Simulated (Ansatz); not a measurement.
Geometry relaxation of Si$_{2}$H$_{8}$O$_{2}$ (part 2 of 2)

The same run, continued: Si$_{2}$H$_{8}$O$_{2}$; RKS PBE0-D4/def2-SVP (Ansatz 0.2.0). The input holds or restrains some coordinates. It belongs to a series of runs on one base structure; here: pulled along the bonds that form and break, towards end A.

Geometry of the input (Å):
```
Si -0.5029  -0.3494  1.4544
H  1.2576  0.2131  1.7865
H  -0.0740  -1.7095  1.7262
H  -0.9506  0.6864  2.3582
O  -1.9069  -0.4323  0.6477
H  1.3999  0.3467  0.8260
O  0.6352  0.1700  -0.1893
Si 0.5559  0.4404  -1.7747
H  -2.0329  -0.9225  -0.1628
H  1.4962  1.5284  -2.0451
H  0.9374  -0.7837  -2.4887
H  -0.8150  0.8123  -2.1385
```

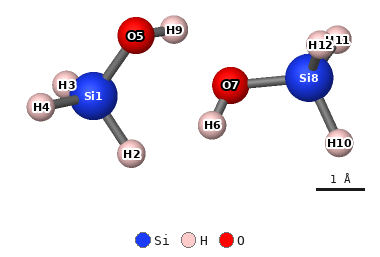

Fig. 1: The geometry at step 15 of the log (ball-and-stick view, seen at a tilt; atoms are numbered from 1 in the order of the input).

**Trajectory as extended XYZ, continued**
```
12
Properties=species:S:1:pos:R:3:forces:R:3 step=6 energy=-19960.68902
Si   -0.6281   -0.4366    1.9052   -0.8669   0.1685  -0.0153
H     0.7361    0.0584    1.9880    0.9886   0.5480  -0.5246
H    -0.3138   -1.8862    2.0543   -0.3904  -0.1704   0.6471
H    -1.2471    0.6091    2.8065   -0.0450  -0.8479   0.3893
O    -1.7478   -0.3369    0.6920   -0.1024   0.2897  -0.6163
H     1.6016    0.4715    0.3237   -0.3516   0.1411  -0.6590
O     1.1486    0.2351   -0.4932    0.6604  -0.9131   3.1554
Si    0.6796    0.5067   -1.9690   -0.3764   0.5034  -1.8884
H    -1.8715   -0.9245   -0.0623    0.4269   0.0421   0.2997
H     1.4980    1.6622   -2.4266   -0.0682   0.0896  -0.5755
H     0.9268   -0.7715   -2.6963    0.0291   0.0967  -0.3324
H    -0.7825    0.8125   -2.1223    0.0960   0.0520   0.1200
12
Properties=species:S:1:pos:R:3:forces:R:3 step=7 energy=-19961.11349
Si   -0.6374   -0.4263    1.9241   -1.3633   0.0128   0.0852
H     0.7173    0.0865    1.9750    0.8840   0.5038  -0.3944
H    -0.4147   -1.8721    2.1947   -0.2132  -0.1436   0.3238
H    -1.3028    0.4784    2.9401    0.0638  -0.6101  -0.0004
O    -1.7102   -0.2904    0.6501    0.2460   0.2915  -0.0028
H     1.6374    0.4836    0.3466   -0.3284   0.2603  -0.8155
O     1.1985    0.1983   -0.4654   -0.2767  -0.4470  -0.2717
Si    0.6877    0.5100   -2.0224    0.6117   0.1357   1.1122
H    -1.8003   -0.9146   -0.0759    0.3628  -0.0176   0.1920
H     1.4647    1.6640   -2.5583   -0.0077   0.0055  -0.2392
H     0.9268   -0.7428   -2.7864    0.0481  -0.0085  -0.1400
H    -0.7671    0.8253   -2.1223   -0.0272   0.0174   0.1509
12
Properties=species:S:1:pos:R:3:forces:R:3 step=8 energy=-19961.36460
Si   -0.6475   -0.4064    1.9377   -1.3207  -0.3885   0.6089
H     0.6938    0.1418    1.9319    0.7702   0.4383  -0.1427
H    -0.5048   -1.8544    2.2970    0.0135   0.0199  -0.0353
H    -1.3715    0.3302    3.0463    0.1898  -0.2301  -0.2830
O    -1.6272   -0.2251    0.6078    0.0077   0.1432  -0.0618
H     1.6235    0.4968    0.2985   -0.3990   0.1117  -0.9240
O     1.1847    0.1438   -0.4911    0.3446  -0.3666   0.6329
Si    0.6905    0.5007   -2.0165    0.2044   0.2453   0.0164
H    -1.6511   -0.8714   -0.1045    0.2395   0.0530   0.1728
H     1.4518    1.6415   -2.6223   -0.0245  -0.0333   0.0237
H     0.9233   -0.7283   -2.8291   -0.0315   0.0066  -0.0423
H    -0.7655    0.8309   -2.0557    0.0060   0.0006   0.0344
12
Properties=species:S:1:pos:R:3:forces:R:3 step=9 energy=-19961.52191
Si   -0.6592   -0.3744    1.9305   -1.2060  -0.4331   0.5628
H     0.6165    0.3118    1.8951    0.7534   0.4557   0.0032
H    -0.4247   -1.8342    2.1970    0.0725   0.1118  -0.1387
H    -1.4142    0.1958    3.1043    0.1610  -0.0976  -0.2022
O    -1.6592   -0.1215    0.6249    0.0534  -0.1339  -0.1612
H     1.6069    0.4741    0.2546   -0.3299  -0.0056  -0.6793
O     1.2330   -0.0185   -0.4918    0.3679  -0.2605   0.4173
Si    0.6969    0.4352   -1.9886    0.0278   0.1989  -0.1060
H    -1.5633   -0.6962   -0.1445    0.0958   0.1694   0.2029
H     1.3963    1.6464   -2.5358   -0.0373  -0.0785   0.0942
H     0.9463   -0.7242   -2.8987   -0.0230   0.0611   0.0534
H    -0.7754    0.7057   -1.9471    0.0646   0.0123  -0.0465
12
Properties=species:S:1:pos:R:3:forces:R:3 step=10 energy=-19961.64411
Si   -0.6536   -0.3359    1.9509   -0.9998  -0.6454   0.3131
H     0.5404    0.4884    1.9039    0.7428   0.5275  -0.0025
H    -0.2686   -1.7815    2.0837    0.0577   0.1552  -0.0787
H    -1.4088    0.0669    3.1770    0.0681  -0.0019  -0.0541
O    -1.7018   -0.0746    0.6847    0.0566  -0.0572  -0.0631
H     1.4382    0.4182    0.2024   -0.1441  -0.1946  -0.3026
O     1.1946   -0.1956   -0.5076    0.2271   0.1598   0.3645
Si    0.7126    0.3899   -1.9868   -0.0473  -0.0667  -0.4201
H    -1.5283   -0.5695   -0.1226    0.0449   0.0794   0.0505
H     1.4362    1.6283   -2.4211    0.0014  -0.0374   0.1498
H     0.9967   -0.7058   -2.9593   -0.0338   0.0564   0.0128
H    -0.7576    0.6710   -2.0055    0.0262   0.0248   0.0304
12
Properties=species:S:1:pos:R:3:forces:R:3 step=11 energy=-19961.67961
Si   -0.6574   -0.3095    1.9706   -0.7427  -0.7047   0.0192
H     0.4498    0.6266    1.8878    0.7616   0.6242  -0.0326
H    -0.1071   -1.7010    2.0151    0.0010   0.0737   0.0449
H    -1.3783   -0.0007    3.2359   -0.0497  -0.0201  -0.0194
O    -1.7462   -0.1074    0.7298   -0.0738   0.0433   0.0910
H     1.3158    0.3148    0.2023   -0.0006   0.0066  -0.1028
O     1.1359   -0.2933   -0.5251   -0.0741  -0.0931  -0.0841
Si    0.7148    0.3439   -2.0131    0.1589   0.1271   0.1206
H    -1.4950   -0.4607   -0.1278    0.0780  -0.0093   0.0082
H     1.4850    1.5979   -2.2726   -0.0113   0.0065  -0.0599
H     1.0258   -0.6854   -3.0403   -0.0164  -0.0113   0.0172
H    -0.7433    0.6745   -2.0627   -0.0308  -0.0430  -0.0023
12
Properties=species:S:1:pos:R:3:forces:R:3 step=12 energy=-19961.69333
Si   -0.6579   -0.3069    2.0029   -0.7456  -0.6900   0.2353
H     0.4112    0.6687    1.8556    0.6913   0.6408  -0.0762
H    -0.0346   -1.6648    2.0757   -0.0086   0.0401   0.0061
H    -1.3659   -0.0092    3.2790    0.0179   0.0066  -0.0084
O    -1.8028   -0.1817    0.8054    0.0221  -0.0024  -0.0401
H     1.2455    0.2510    0.1760    0.0077  -0.0456  -0.1061
O     1.0335   -0.3378   -0.5604   -0.0524   0.0670   0.0379
Si    0.7412    0.3669   -2.0485    0.0079   0.0491  -0.1113
H    -1.5073   -0.4789   -0.0607    0.0275  -0.0035  -0.0327
H     1.5760    1.5931   -2.2486   -0.0075  -0.0450   0.0297
H     1.0604   -0.6546   -3.0816    0.0144   0.0009   0.0030
H    -0.6995    0.7541   -2.1949    0.0254  -0.0181   0.0627
12
Properties=species:S:1:pos:R:3:forces:R:3 step=13 energy=-19961.71284
Si   -0.6560   -0.3197    2.0727   -0.8500  -0.6436   0.0962
H     0.4219    0.6404    1.8842    0.6798   0.6734  -0.0767
H    -0.0028   -1.6560    2.2310   -0.0550  -0.0052   0.0237
H    -1.4064    0.0400    3.3107    0.0668  -0.0062  -0.0471
O    -1.7590   -0.2658    0.8254    0.1558  -0.0907  -0.0378
H     1.1079    0.2163    0.1350   -0.0290  -0.1150  -0.2072
O     0.8492   -0.3446   -0.6125    0.0699   0.2999  -0.0644
Si    0.7416    0.4069   -2.1164   -0.1696  -0.0154   0.0872
H    -1.3780   -0.5462   -0.0186    0.0018   0.0571   0.1441
H     1.6772    1.5787   -2.2383   -0.1016  -0.1589   0.0877
H     1.0768   -0.6285   -3.1311    0.0066   0.0283  -0.0174
H    -0.6725    0.8783   -2.3423    0.2244  -0.0237   0.0117
12
Properties=species:S:1:pos:R:3:forces:R:3 step=14 energy=-19961.71876
Si   -0.6461   -0.3396    2.1187   -1.0648  -0.7707   0.1265
H     0.4357    0.5993    1.8923    0.7871   0.7174  -0.1173
H    -0.0213   -1.6744    2.3785    0.0065   0.0177  -0.0008
H    -1.4137    0.0882    3.3228    0.0505   0.0245  -0.0359
O    -1.7197   -0.3600    0.8444   -0.1692   0.1305   0.7210
H     1.0192    0.2277    0.1074    0.0091   0.0380  -0.1225
O     0.7073   -0.2940   -0.6436    0.0692   0.1520  -0.4294
Si    0.7359    0.4349   -2.1704   -0.2375   0.1725   0.2656
H    -1.2933   -0.6167    0.0296    0.3454  -0.1172  -0.5337
H     1.7492    1.5509   -2.2305   -0.1499  -0.2124   0.0712
H     1.0787   -0.6209   -3.1592   -0.0038  -0.0108  -0.0075
H    -0.6321    1.0045   -2.4901    0.3575  -0.1414   0.0629
12
Properties=species:S:1:pos:R:3:forces:R:3 step=15 energy=-19961.74217
Si   -0.6411   -0.3687    2.1459   -0.8850  -0.7082   0.2654
H     0.4290    0.5909    1.9213    0.7687   0.6282  -0.1342
H    -0.0099   -1.6982    2.4431   -0.0157   0.1050  -0.0278
H    -1.4134    0.0891    3.3348    0.0052  -0.0171  -0.0114
O    -1.6865   -0.4066    0.8562    0.1594  -0.1292  -0.1880
H     0.9217    0.3048    0.0695    0.0006  -0.0245  -0.0766
O     0.6284   -0.2597   -0.6592    0.0443   0.1294  -0.3839
Si    0.7206    0.4344   -2.1984   -0.0515   0.2838   0.1636
H    -1.2038   -0.6014    0.0311   -0.1138   0.1066   0.2998
H     1.7959    1.4968   -2.1962   -0.2351  -0.2022  -0.0235
H     1.0650   -0.6398   -3.1673   -0.0226  -0.0207   0.0192
H    -0.6061    1.0582   -2.5808    0.3455  -0.1512   0.0975
12
Properties=species:S:1:pos:R:3:forces:R:3 step=16 energy=-19961.74090
Si   -0.6485   -0.3917    2.1447   -0.7902  -0.8025   0.6968
H     0.4151    0.5704    1.8999    0.6667   0.7130  -0.2140
H     0.0192   -1.6906    2.4568    0.0584  -0.0171   0.0549
H    -1.4193    0.0722    3.3313    0.0226   0.0024   0.0249
O    -1.7030   -0.5224    0.8786    0.0462   0.1574  -0.0590
H     0.8564    0.3979    0.0401    0.0066  -0.0867   0.0488
O     0.5739   -0.1934   -0.6708    0.0905   0.0386   0.3043
Si    0.7377    0.4510   -2.2015   -0.0558  -0.0266  -0.4385
H    -1.1634   -0.5689    0.0764   -0.0683  -0.0897  -0.3208
H     1.8564    1.4371   -2.2371    0.0396   0.0081   0.0221
H     1.0046   -0.6861   -3.1207    0.0264   0.0134  -0.0442
H    -0.5291    1.1244   -2.5979   -0.0427   0.0897  -0.0755
12
Properties=species:S:1:pos:R:3:forces:R:3 step=17 energy=-19961.77138
Si   -0.6310   -0.4217    2.1818   -0.7397  -0.7823   0.3186
H     0.3557    0.6130    1.9116    0.6758   0.7252  -0.1239
H     0.1191   -1.6952    2.4180    0.0120   0.0290   0.0228
H    -1.3745   -0.0456    3.4173    0.0204  -0.0098  -0.0105
O    -1.7274   -0.5321    0.9451    0.0108   0.0234  -0.1157
H     0.7617    0.4946    0.0405   -0.0310  -0.0561  -0.0812
O     0.4743   -0.0950   -0.6711    0.0850   0.1074  -0.1354
Si    0.7611    0.4461   -2.2386   -0.0491  -0.0203   0.0279
H    -1.2698   -0.5532    0.0878   -0.0218  -0.0103   0.1054
H     1.9444    1.3579   -2.2480    0.0078  -0.0124  -0.0037
H     1.0157   -0.7514   -3.0836    0.0000   0.0032   0.0061
H    -0.4293    1.1825   -2.7610    0.0299   0.0030  -0.0105
12
Properties=species:S:1:pos:R:3:forces:R:3 step=18 energy=-19961.77843
Si   -0.6197   -0.4515    2.2029   -0.6402  -0.7197   0.2890
H     0.3207    0.6280    1.9258    0.6191   0.7004  -0.1053
H     0.1920   -1.6952    2.4152   -0.0509   0.0551  -0.0321
H    -1.3435   -0.1217    3.4649    0.0129  -0.0206  -0.0445
O    -1.7389   -0.5670    0.9857    0.1168  -0.0401  -0.2590
H     0.6545    0.5937    0.0261   -0.0449  -0.0626  -0.1453
O     0.3782   -0.0081   -0.6810    0.1605   0.1887  -0.4133
Si    0.7755    0.4484   -2.2635   -0.0875  -0.0090   0.2045
H    -1.3065   -0.5502    0.1094   -0.0901   0.0042   0.3402
H     2.0241    1.2781   -2.2568   -0.0794  -0.0567   0.0248
H     0.9998   -0.8024   -3.0456   -0.0504   0.0674   0.0643
H    -0.3362    1.2479   -2.8832    0.1342  -0.1071   0.0768
12
Properties=species:S:1:pos:R:3:forces:R:3 step=19 energy=-19961.77879
Si   -0.6192   -0.4412    2.1931   -0.7149  -0.7821   0.3085
H     0.3044    0.6485    1.9155    0.6502   0.7515  -0.1272
H     0.2036   -1.6748    2.4047   -0.0124   0.0305  -0.0174
H    -1.3477   -0.1205    3.4534    0.0094  -0.0096  -0.0225
O    -1.7381   -0.5799    0.9779    0.0338  -0.0191  -0.0440
H     0.6737    0.5682    0.0317   -0.0416  -0.0395  -0.1255
O     0.3847   -0.0191   -0.6817    0.1283   0.1305  -0.2478
Si    0.7748    0.4498   -2.2552   -0.0735  -0.0619   0.1332
H    -1.3023   -0.5618    0.1091   -0.0084   0.0017   0.0946
H     2.0251    1.2679   -2.2437   -0.0004  -0.0194   0.0056
H     0.9714   -0.7951   -3.0492   -0.0100   0.0354   0.0281
H    -0.3306    1.2580   -2.8557    0.0395  -0.0178   0.0143
12
Properties=species:S:1:pos:R:3:forces:R:3 step=20 energy=-19961.78673
Si   -0.6087   -0.4559    2.1953   -0.6540  -0.8145   0.3304
H     0.2721    0.6666    1.9128    0.6118   0.7973  -0.1273
H     0.2615   -1.6549    2.4009    0.0083   0.0012  -0.0041
H    -1.3427   -0.1642    3.4581   -0.0012  -0.0040  -0.0021
O    -1.7241   -0.6408    0.9844   -0.0065   0.0096  -0.0123
H     0.5676    0.6722    0.0128   -0.0171  -0.0504  -0.1170
O     0.3468    0.0382   -0.6847    0.0439   0.0778  -0.0622
Si    0.7819    0.4480   -2.2548    0.0163   0.0126   0.0081
H    -1.2905   -0.5807    0.1179   -0.0025  -0.0244   0.0058
H     2.0893    1.1695   -2.2437    0.0157  -0.0032  -0.0094
H     0.8960   -0.8238   -3.0160   -0.0155  -0.0065   0.0045
H    -0.2492    1.3259   -2.8832    0.0007   0.0044  -0.0145
12
Properties=species:S:1:pos:R:3:forces:R:3 step=21 energy=-19961.79575
Si   -0.5911   -0.4741    2.2011   -0.5672  -0.8127   0.2998
H     0.2243    0.6989    1.9096    0.5169   0.7697  -0.1062
H     0.3471   -1.6257    2.3951   -0.0149   0.0353  -0.0092
H    -1.3292   -0.2238    3.4708    0.0088  -0.0099  -0.0049
O    -1.7097   -0.7205    1.0022    0.0412   0.0059   0.0028
H     0.4252    0.8041   -0.0088   -0.0440  -0.2475  -0.3290
O     0.2739    0.1272   -0.6921    0.1069   0.3043   0.0996
Si    0.7994    0.4562   -2.2547    0.0256   0.0047  -0.0936
H    -1.2881   -0.6406    0.1311   -0.0203  -0.0075   0.0008
H     2.1891    1.0331   -2.2406   -0.1815  -0.0815   0.0134
H     0.7804   -0.8560   -2.9680    0.0158   0.1199   0.0501
H    -0.1215    1.4212   -2.9460    0.1127  -0.0808   0.0764
12
Properties=species:S:1:pos:R:3:forces:R:3 step=22 energy=-19961.79674
Si   -0.5934   -0.4615    2.1975   -0.5758  -0.8899   0.2756
H     0.1886    0.7310    1.9018    0.5107   0.8209  -0.1195
H     0.3795   -1.5863    2.3742   -0.0144   0.0279   0.0049
H    -1.3263   -0.2395    3.4751    0.0106   0.0004  -0.0049
O    -1.7150   -0.7372    1.0067    0.0338   0.0239   0.0678
H     0.4459    0.7691   -0.0028   -0.0283  -0.1198  -0.2292
O     0.2678    0.1135   -0.6958    0.0486   0.1529   0.0434
Si    0.7947    0.4514   -2.2538    0.0859   0.0250  -0.0505
H    -1.3008   -0.6473    0.1342    0.0019  -0.0114  -0.0478
H     2.1886    1.0039   -2.2252   -0.0897  -0.0458   0.0049
H     0.7683   -0.8468   -2.9867   -0.0235   0.0825   0.0291
H    -0.0980    1.4495   -2.9253    0.0401  -0.0666   0.0262
12
Properties=species:S:1:pos:R:3:forces:R:3 step=23 energy=-19961.79905
Si   -0.5848   -0.4659    2.1964   -0.5330  -0.8672   0.2963
H     0.1542    0.7483    1.8891    0.5201   0.8685  -0.1205
H     0.4228   -1.5585    2.3679    0.0000   0.0018   0.0017
H    -1.3087   -0.2599    3.4813   -0.0024  -0.0077   0.0012
O    -1.7078   -0.7728    1.0177   -0.0090  -0.0151  -0.0107
H     0.4014    0.8039   -0.0165   -0.0128  -0.0316  -0.1177
O     0.2281    0.1450   -0.7036    0.0279   0.0520  -0.0480
Si    0.8017    0.4535   -2.2505    0.0079   0.0011  -0.0122
H    -1.3105   -0.6747    0.1374   -0.0027   0.0015   0.0109
H     2.2141    0.9369   -2.1971    0.0032  -0.0059   0.0027
H     0.7219   -0.8387   -2.9811   -0.0070   0.0023  -0.0020
H    -0.0324    1.4828   -2.9410    0.0077   0.0005  -0.0018
```

**Key numbers**

```csv
quantity,value
outcome,converged under the restraints of the input
total energy,−19961.7991 eV
mean-field energy,−19961.6322 eV
"largest force (length of the vector) at the end, held atoms and coordinates included",1.060 eV/Å
hardware,"2 threads of Intel Xeon @ 2.50GHz (Skylake/Cascade Lake), 16 GiB of memory available, shared host"
wall time,58 s (CPU time 1.9 min)
peak memory,0.25 GiB
```
